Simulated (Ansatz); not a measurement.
Electronic density of states of amorphous Hf18O37Zn, density 8.88 g/cm³, on a 2×2×2 Γ-centred mesh with a Gaussian width of 0.1 eV; energies count from the Fermi level, whose place inside the gap is arbitrary. Cell and mesh are small, so fine structure isn't converged. Computed with PBE, scalar-relativistic without spin-orbit coupling (plane waves to 420 eV, PAW; Ansatz, a first-principles code). Sampling: a 2×2×2 Γ-centred mesh; Fermi-Dirac width 0.02 eV; no spin polarisation. At PBE the levels at the filled edge of the gap are localised (band-tail or defect states).

The cell was made by melting and quenching with the CHGNet potential and then relaxed with DFT. O atoms were pushed apart under 1.9 Å during the dynamics, to hinder bonds among them. The hot cell started wider than the set density and was brought back towards it in steps. It is the lowest in DFT energy of 2 quenches. It is a model cell: composition and starting density were chosen by hand, and all elements were melted together. No dispersion term was used. Its density started from a set value of 8.88 and ended at 8.88 g/cm³. Cooling (nominally 450 K/ps over its main leg) ran many orders faster than in experiment, which tends to leave more defects and strain. Values belong to this one cell and scatter from quench to quench. The volume was held where the preparation left it and the shape relaxed, at a PBE pressure of 0.4 GPa. On a 2×2×2 Γ-centred mesh force components of up to 0.16 eV/Å stay, since the relaxation ran on the zone centre alone.

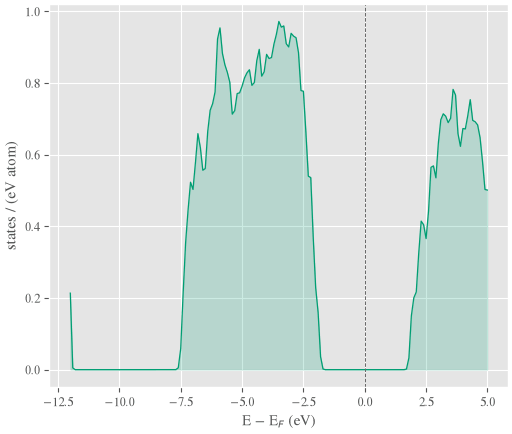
Density of states per atom

The level gap on this mesh is 3.81 eV; the broadening fills part of it in the curve.
